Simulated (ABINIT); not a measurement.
## A GW chain in ABINIT: CsAuBr3 (I4/mmm)

Wanted: ground state, empty states, screening and self-energy for CsAuBr3 (I4/mmm).

Calculated with ABINIT 10.8.3; LDA and many-body steps on it, plane waves.

## (1) The structure

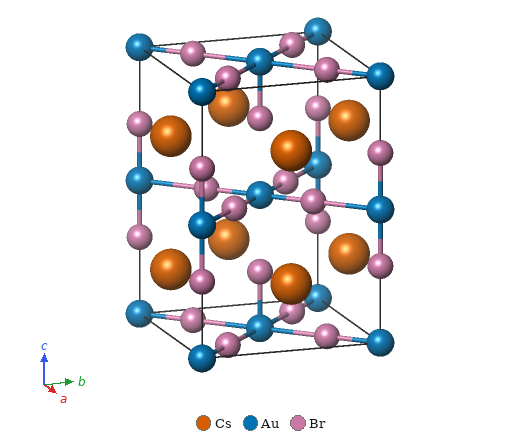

The starting structure, seen slightly off an axis (caesium orange, gold blue, bromine pink). This picture shows the conventional cell, with its axes. Some periodic images of atoms are drawn too.

As a file:

```cif
data_structure
_symmetry_space_group_name_H-M 'I4/mmm'
_symmetry_Int_Tables_number 139
_cell_length_a 7.7592
_cell_length_b 7.7592
_cell_length_c 11.3079
_cell_angle_alpha 90.000
_cell_angle_beta 90.000
_cell_angle_gamma 90.000
_cell_volume 680.79
loop_
_atom_site_label
_atom_site_type_symbol
_atom_site_symmetry_multiplicity
_atom_site_Wyckoff_symbol
_atom_site_fract_x
_atom_site_fract_y
_atom_site_fract_z
_atom_site_occupancy
Cs1 Cs 4 d 0.00000 0.50000 0.25000 1
Au1 Au 2 a 0.00000 0.00000 0.00000 1
Au2 Au 2 b 0.50000 0.50000 0.00000 1
Br1 Br 8 h 0.22200 0.22200 0.00000 1
Br2 Br 4 e 0.50000 0.50000 0.21220 1
```

The cell and positions come from the Crystallography Open Database and are kept as given unless a step says otherwise. Spin-orbit coupling is left out unless a step names it.

## (2) Ground state

This step: ABINIT 10.8.3; DFT, LDA, plane waves, norm-conserving pseudopotentials.

The ground-state density comes first.

run.abi reads:

```
acell 3*1.0 Angstrom
rprim 
  -3.879600000000 3.879600000000 5.653950000000
  3.879600000000 -3.879600000000 5.653950000000
  3.879600000000 3.879600000000 -5.653950000000
ntypat 3
znucl 55 79 35
natom 10
typat 1 1 2 2 3 3 3 3 3 3
xred 
  0.750000000000 0.250000000000 0.500000000000
  0.250000000000 0.750000000000 0.500000000000
  0.000000000000 0.000000000000 0.000000000000
  0.500000000000 0.500000000000 0.000000000000
  0.222000000000 0.222000000000 0.444000000000
  0.222000000000 0.778000000000 0.000000000000
  0.778000000000 0.778000000000 0.556000000000
  0.778000000000 0.222000000000 0.000000000000
  0.712200000000 0.712200000000 0.000000000000
  0.287800000000 0.287800000000 0.000000000000
pp_dirpath "pseudos"
pseudos "Cs.upf, Au.upf, Br.upf"
ecut 28
ngkpt 4 4 4
nshiftk 1
shiftk 0 0 0
kptopt 1
chksymbreak 0
nband 58
occopt 1
tolvrs 1e-08
nstep 60
prtwf 0
optforces 0
optstress 0
indata_prefix "in"
outdata_prefix "out"
tmpdata_prefix "tmp"
```

Launch:

```bash
> OMP_NUM_THREADS=1 mpirun -n 4 abinit run.abi > log
```

Numbers of over 12 decimals in the logs are rounded to 6 here.

Output:

```text
.Version 10.8.3 of ABINIT. v10.8.2 released Aug 2026.

 Symmetries : space group I4/m m m (#139); Bravais tI (body-center tetrag.)
================================================================================
 Values of the parameters that define the memory need of the present run
     intxc =       0    ionmov =       0      iscf =       7    lmnmax =       8
     lnmax =       8     mgfft =      72  mpssoang =       4    mqgrid =    3001
     natom =      10  nloc_mem =       1    nspden =       1   nspinor =       1
    nsppol =       1      nsym =      16    n1xccc =    2501    ntypat =       3
    occopt =       1   xclevel =       1
-    mband =          58        mffmem =           1         mkmem =           4
       mpw =       16280          nfft =      373248          nkpt =          13
================================================================================
  Rough estimation (10% accuracy) of disk space for files :
================================================================================

--------------------------------------------------------------------------------
------------- Echo of variables that govern the present computation ------------
--------------------------------------------------------------------------------
 -outvars: echo values of preprocessed input variables --------
            acell      1.8897261259E+00  1.8897261259E+00  1.8897261259E+00 Bohr

      chksymbreak           0
             ecut      2.80000000E+01 Hartree
-          fftalg         312

              ixc       -1012
              kpt      0.00000000E+00  0.00000000E+00  0.00000000E+00
                       2.50000000E-01  0.00000000E+00  0.00000000E+00
                       5.00000000E-01  0.00000000E+00  0.00000000E+00
                       2.50000000E-01  2.50000000E-01  0.00000000E+00
                       5.00000000E-01  2.50000000E-01  0.00000000E+00
                      -2.50000000E-01  2.50000000E-01  0.00000000E+00
                       5.00000000E-01  5.00000000E-01  0.00000000E+00
                       2.50000000E-01  2.50000000E-01  2.50000000E-01
                      -2.50000000E-01  2.50000000E-01  2.50000000E-01
                       5.00000000E-01  5.00000000E-01  2.50000000E-01
                      -2.50000000E-01  5.00000000E-01  2.50000000E-01
[...]
kptrlatt        4    0    0      0    4    0      0    0    4
          kptrlen      5.86510518E+01
P           mkmem           4
            natom          10
            nband          58
            ngfft          72      72      72
             nkpt          13
            nstep          60
             nsym          16
           ntypat           3
              occ      2.000000  2.000000  2.000000  2.000000  2.000000  2.000000
                       2.000000  2.000000  2.000000  2.000000  2.000000  2.000000
                       2.000000  2.000000  2.000000  2.000000  2.000000  2.000000
                       2.000000  2.000000  2.000000  2.000000  2.000000  2.000000
                       2.000000  2.000000  2.000000  2.000000  2.000000  2.000000
                       2.000000  2.000000  2.000000  2.000000  2.000000  2.000000
                       2.000000  2.000000  2.000000  2.000000  2.000000  2.000000
                       2.000000  2.000000  2.000000  2.000000  2.000000  2.000000
                       2.000000  0.000000  0.000000  0.000000  0.000000  0.000000
                       0.000000  0.000000  0.000000  0.000000
        optforces           0
        optstress           0
            prtwf           0
            rprim     -3.8796000000E+00  3.8796000000E+00  5.6539500000E+00
[...]
spgroup         139

           tolvrs      1.00000000E-08

             xred      7.5000000000E-01  2.5000000000E-01  5.0000000000E-01
[...]
znucl       55.00000   79.00000   35.00000

================================================================================

 chkinp: Checking input parameters for consistency.

================================================================================
== DATASET  1 ==================================================================
-   mpi_nproc: 4, omp_nthreads: 1 (-1 if OMP is not activated)

--- !DatasetInfo
iteration_state: {dtset: 1, }
dimensions: {natom: 10, nkpt: 13, mband: 58, nsppol: 1, nspinor: 1, nspden: 1, mpw: 16280, }
cutoff_energies: {ecut:  28.0, pawecutdg:  -1.0, }
electrons: {nelect:   9.80000000E+01, charge:   0.00000000E+00, occopt:   1.00000000E+00, tsmear:   1.00000000E-02, }

 Real(R)+Recip(G) space primitive vectors, cartesian coordinates (Bohr,Bohr^-1):
 R(1)= -7.3313815  7.3313815 10.6844170  G(1)=  0.0000000  0.0682000  0.0467971
 R(2)=  7.3313815 -7.3313815 10.6844170  G(2)=  0.0682000  0.0000000  0.0467971
 R(3)=  7.3313815  7.3313815-10.6844170  G(3)=  0.0682000  0.0682000  0.0000000
 Unit cell volume ucvol=  2.2971135E+03 bohr^3
 Angles (23,13,12)=  1.20998783E+02  1.20998783E+02  8.82785913E+01 degrees

 getcut: wavevector=  0.0000  0.0000  0.0000  ngfft=  72  72  72
         ecut(hartree)=     28.000   => boxcut(ratio)=   2.03066

--- Pseudopotential description ------------------------------------------------
- Cs Generated using ONCVPSP code by D. R. Hamann
- 55.00000   9.00000  201201                  znucl, zion, pspdat
[...]
pspatm : epsatm=   10.24179696
         --- l  ekb(1:nproj) -->
[...]
pspatm: atomic psp has been read  and splines computed

   1.65946116E+04                                ecore*ucvol(ha*bohr**3)
--------------------------------------------------------------------------------

_setup2: Arith. and geom. avg. npw (full set) are   16254.766   16254.755

================================================================================

--- !BeginCycle
iteration_state: {dtset: 1, }
solver: {iscf: 7, nstep: 60, nline: 4, wfoptalg: 0, }
tolerances: {tolvrs: 1.00E-08, }

     iter   Etot(hartree)      deltaE(h)  residm     vres2
 ETOT  1  -434.90014258396    -4.349E+02 9.285E-02 6.724E+03
 ETOT  2  -435.72421161846    -8.241E-01 2.429E-02 7.249E+03
 ETOT  3  -436.91856568475    -1.194E+00 1.403E-02 5.348E+02
 ETOT  4  -436.97944218238    -6.088E-02 3.512E-03 1.120E+02
 ETOT  5  -436.99060103570    -1.116E-02 3.494E-03 2.370E+01
 ETOT  6  -436.99257168180    -1.971E-03 1.046E-03 5.342E+00
 ETOT  7  -436.99303018539    -4.585E-04 5.996E-04 3.819E-01
 ETOT  8  -436.99306303741    -3.285E-05 4.204E-04 1.136E-02
 ETOT  9  -436.99306368776    -6.503E-07 2.998E-04 3.451E-03
 ETOT 10  -436.99306409360    -4.058E-07 2.523E-04 8.811E-06
 ETOT 11  -436.99306409552    -1.920E-09 1.495E-04 4.399E-07
 ETOT 12  -436.99306409563    -1.094E-10 1.103E-04 7.373E-08
 ETOT 13  -436.99306409570    -7.151E-11 6.039E-05 7.601E-09

 At SCF step   13       vres2   =  7.60E-09 < tolvrs=  1.00E-08 =>converged.

--- !ResultsGS
iteration_state: {dtset: 1, }
comment   : Summary of ground state results
lattice_vectors:
- [ -7.3313815,   7.3313815,  10.6844170, ]
- [  7.3313815,  -7.3313815,  10.6844170, ]
- [  7.3313815,   7.3313815, -10.6844170, ]
lattice_lengths: [  14.88809,   14.88809,   14.88809, ]
lattice_angles: [120.999, 120.999,  88.279, ] # degrees, (23, 13, 12)
lattice_volume:   2.2971135E+03
convergence: {deltae: -7.151E-11, res2:  7.601E-09, residm:  6.039E-05, diffor:  0.000E+00, }
etotal    :  -4.36993064E+02
entropy   :   0.00000000E+00
fermie    :   7.11958228E-02
cartesian_stress_tensor: null
pressure_GPa: null
xred      :
- [  7.5000E-01,   2.5000E-01,   5.0000E-01, Cs]
- [  2.5000E-01,   7.5000E-01,   5.0000E-01, Cs]
- [  0.0000E+00,   0.0000E+00,   0.0000E+00, Au]
- [  5.0000E-01,   5.0000E-01,  -3.5787E-18, Au]
- [  2.2200E-01,   2.2200E-01,   4.4400E-01, Br]
- [  2.2200E-01,   7.7800E-01,   1.6069E-18, Br]
- [  7.7800E-01,   7.7800E-01,   5.5600E-01, Br]
- [  7.7800E-01,   2.2200E-01,  -1.3827E-17, Br]
- [  7.1220E-01,   7.1220E-01,  -5.0974E-18, Br]
- [  2.8780E-01,   2.8780E-01,  -2.0599E-18, Br]
cartesian_forces: null
force_length_stats: {min: null, max: null, mean: null, }

 Integrated electronic density in atomic spheres:
 ------------------------------------------------
 Atom  Sphere_radius  Integrated_density
[...]
================================================================================

 ----iterations are completed or convergence reached----

 Mean square residual over all n,k,spin=   21.019E-08; max=  60.391E-06
 reduced coordinates (array xred) for   10 atoms
[...]
0.222000000000      0.778000000000      0.000000000000
       0.778000000000      0.778000000000      0.556000000000
       0.778000000000      0.222000000000     -0.000000000000
       0.712200000000      0.712200000000     -0.000000000000
       0.287800000000      0.287800000000     -0.000000000000
 rms dE/dt=  0.0000E+00; max dE/dt=  0.0000E+00; dE/dt below (all hartree)
    1       0.000000000000      0.000000000000      0.000000000000
    2       0.000000000000      0.000000000000      0.000000000000
    3       0.000000000000      0.000000000000      0.000000000000
    4       0.000000000000      0.000000000000      0.000000000000
    5       0.000000000000      0.000000000000      0.000000000000
    6       0.000000000000      0.000000000000      0.000000000000
    7       0.000000000000      0.000000000000      0.000000000000
    8       0.000000000000      0.000000000000      0.000000000000
    9       0.000000000000      0.000000000000      0.000000000000
[...]
cartesian coordinates (angstrom) at end:
[...]
6      2.157058    -2.157058     5.653950
    7      2.157058     2.157058     5.653950
    8     -2.157058     2.157058     5.653950
    9      0.000000    -0.000000     8.053486
   10     -0.000000     0.000000     3.254414
 length scales=  1.889726125908  1.889726125908  1.889726125908 bohr
              =  1.000000000000  1.000000000000  1.000000000000 angstroms
 prteigrs : about to open file out_EIG
 Fermi (or HOMO) energy (hartree) =   0.07120   Average Vxc (hartree)=  -0.32866
 Eigenvalues (hartree) for nkpt=  13  k points:
 kpt#   1, nband= 58, wtk=  0.01563, kpt=  0.0000  0.0000  0.0000 (reduced coord)
  -3.80839   -3.75870   -2.02376   -2.02376   -2.00258   -1.97715   -1.96320   -1.96320
  -0.66982   -0.66951   -0.46476   -0.44332   -0.44332   -0.44302   -0.44237   -0.43565
  -0.18753   -0.18753   -0.18729   -0.18410   -0.18363   -0.18363   -0.14520   -0.13604
  -0.11414   -0.10340   -0.07605   -0.07605   -0.05166   -0.05166   -0.04896   -0.04896
  -0.04152   -0.03354   -0.01498   -0.01254    0.01888    0.01888    0.02117    0.02283
   0.02750    0.03239    0.03239    0.03482    0.03482    0.04535    0.05294    0.05767
   0.05767    0.13678    0.17775    0.22772    0.24844    0.24961    0.25259    0.25485
   0.25485    0.27696
 prteigrs : prtvol=0 or 1, do not print more k-points.

--- !EnergyTerms
iteration_state     : {dtset: 1, }
comment             : Components of total free energy in Hartree
kinetic             :  1.21511042838839E+02
hartree             :  1.42546753799216E+02
xc                  : -9.49775607630032E+01
Ewald energy        : -2.24896401501764E+02
psp_core            :  7.22411471860970E+00
local_psp           : -4.13493612936601E+02
non_local_psp       :  2.50925997489987E+01
total_energy        : -4.36993064095703E+02
total_energy_eV     : -1.18911870539229E+04
band_energy         : -5.03734206676835E+01

== END DATASET(S) ==============================================================
================================================================================

 -outvars: echo values of variables after computation  --------
           etotal     -4.3699306410E+02
            nband          58
             nkpt          13
          spgroup         139
 [... the other variables as echoed above ...]

 Calculation completed.
```

It took 5.6 min on 4 MPI ranks of Arm Neoverse V1, shared host; peak memory 0.78 GiB.

Numbers from this step:

* total energy: -11891.1871 eV
* gap: 0.8942 eV
* k of the valence top: -0.25, 0.25, 0.25
* k of the conduction bottom: -0.25, 0.25, 0.25
* least direct gap: 0.8942 eV

The gap is direct, at (-0.250, 0.250, 0.250).

[end of part 1 of 3]

[Paths, hosts, dates, memory and timing lines, banners, echoed tables and standing remarks are left out of the program output.]

[Logs are printed without paths, hosts, clocks, repeated set-up lines and the standing remarks that a program may print on its own settings, such as how far it seeks lower states.]

[Runs of the session that timed out or met a known fault of the program may be left out.]

[Hosts, paths, dates, database ids (printed as entryN), source tags and the programs' standing remarks are cut or masked in the printed files.]

[G0W0 gaps are taken among the corrected bands and points alone; a level outside them can change the order at an edge.]

[Where Ansatz stands beside ABINIT at settings called matched, ABINIT's density can come from a denser mesh and the files from another edition; pairs whose starting gaps differed by over 0.03 eV were left out, so agreement reads better than it is.]
